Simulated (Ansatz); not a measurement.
**C2H3Si (SMILES C#C[SiH2]) at UBHLYP/aug-cc-pVDZ**

What is the electronic atomisation energy of C2H3Si at UBHLYP/aug-cc-pVDZ? 

The results are computed with Ansatz 0.2.0.

39 further runs of the same task are left out: 39 set aside as unsound or not needed. Runs told in other sessions of the task aren't counted.

## Step 1: The system as given

C2H3Si has 6 atoms, charge 0, and is taken as a doublet. As SMILES, `C#C[SiH2]`. The shape is that of a PBE0-D4/def2-TZVP optimisation.

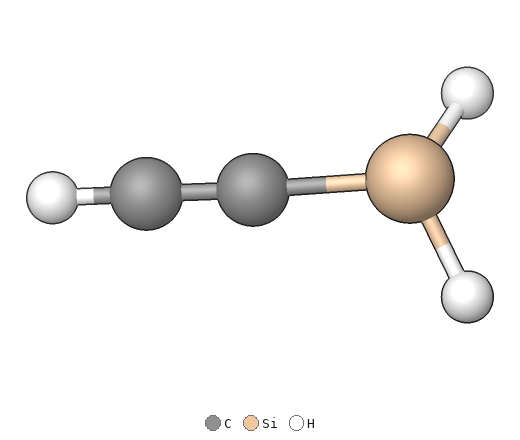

Viewed from a chosen angle; carbon grey, silicon light orange, hydrogen white.

## Step 2: A single-point energy at UBHLYP/aug-cc-pVDZ

The input, input.yaml:

```yaml
basis:
  gaussian:
    orbitals: aug-cc-pVDZ
crystal:
  periodic: [false, false, false]
  atoms:
    - {symbol: C, position_ang: [1.019700, -1.302300, 0.535000]}
    - {symbol: C, position_ang: [0.376000, -0.354500, 0.145700]}
    - {symbol: Si, position_ang: [-0.444500, 1.136900, -0.449500]}
    - {symbol: H, position_ang: [1.575400, -2.144400, 0.879400]}
    - {symbol: H, position_ang: [-1.137600, 0.894600, -1.738800]}
    - {symbol: H, position_ang: [-1.346900, 1.705600, 0.581800]}
magnetization:
  spin_polarized: true
  initial_magnetization: 1
hamiltonian:
  xc: {name: BHLYP}
output: {orbitals: {seedname: orbitals}}
accuracy: high
```

Launch:

```bash
ansatz run input.yaml --threads 1 --pin off --max-ram 2610MiB --events-out events.jsonl --progress --plain --runs-dir runs
```

Output:

```text
Warning: RAYON_NUM_THREADS=1 ignored (pool sized by the plan → 1); use --threads N
Functional definition: BHLYP
  name "BHLYP"
  parameter a = 0.5
  exchange = (1 - a)*b88_x + a*exact_x
  correlation = lyp_c
1869 factors; integrals over basis functions are off by at most 3.6e-9 eV
mean field evaluation 1: about -9990.7889 eV, gradient 2.9e1 eV
mean field evaluation 2: about -9989.4920 eV, gradient 3.1e1 eV
mean field evaluation 4: about -9995.8805 eV, gradient 3.2e0 eV
mean field evaluation 8: about -9995.9596 eV, gradient 4.4e-2 eV
mean field evaluation 16: about -9995.9596 eV, gradient 6.0e-4 eV
mean field -9995.95963926 eV, -367.3447412379 hartree, gradient 2.3e-8 eV, S^2 0.761658; 0 other end points of the search recorded, 0 dependent functions left out
reference -9995.95967085 eV, -367.3447423989 hartree; 15, 14 occupied and 85, 86 virtual orbitals, 1869 factors
Total energy: -9995.95967085 eV, -367.3447423989 hartree
```

Run time: 4.2 s. Hardware: 1 thread of AMD EPYC 9R45 (Zen 5), shared host; peak memory 0.4 GiB.

## Step 3: The C atom

The input, job.yaml:

```yaml
basis:
  gaussian: {orbitals: aug-cc-pVDZ}
crystal:
  periodic: [false, false, false]
  atoms:
    - {symbol: C, position_ang: [0.000000, 0.000000, 0.000000]}
magnetization: {spin_polarized: true, initial_magnetization: 2}
accuracy: high
hamiltonian: {xc: {name: BHLYP}}
```

Run the same way, it converges to -37.84287 Eh (log not shown).

## Step 4: The H atom

The input, in.yaml:

```yaml
crystal:
  periodic: [false, false, false]
  atoms:
    - symbol: H
      position_ang: [0.000000, 0.000000, 0.000000]
basis:
  gaussian: {orbitals: aug-cc-pVDZ}
magnetization: {spin_polarized: true, initial_magnetization: 1}
hamiltonian: {xc: {name: BHLYP}}
accuracy: high
```

Run the same way, it converges to -0.49808 Eh (log not shown).

## Step 5: The Si atom, same level

The input, input.yaml:

```yaml
crystal:
  periodic: [false, false, false]
  atoms:
    - {symbol: Si, position_ang: [0.000000, 0.000000, 0.000000]}
basis:
  gaussian:
    orbitals: aug-cc-pVDZ
total_charge: 0
magnetization:
  spin_polarized: true
  initial_magnetization: 2
hamiltonian:
  xc: {name: BHLYP}
accuracy: high
```

Run the same way, it converges to -289.37626 Eh (log not shown).

## Step 6: What came out

Level: UBHLYP/aug-cc-pVDZ.

| quantity | value |
| --- | --- |
| molecule: total energy | -367.34474 Eh |
| molecule: HOMO energy (highest over α and β) | -7.05 eV |
| molecule: LUMO energy (lowest over α and β) | -1.94 eV |
| molecule: ⟨S²⟩ | 0.762 |
| C atom: total energy | -37.84287 Eh |
| C atom: ⟨S²⟩ | 2.005 |
| H atom: total energy | -0.49808 Eh |
| H atom: ⟨S²⟩ | 0.750 |
| Si atom: total energy | -289.37626 Eh |
| Si atom: ⟨S²⟩ | 2.005 |
| electronic atomisation energy | 21.456 eV |

Taking the molecule apart into free atoms costs 21.46 eV (495 kcal/mol), before zero-point energy and without spin-orbit coupling.
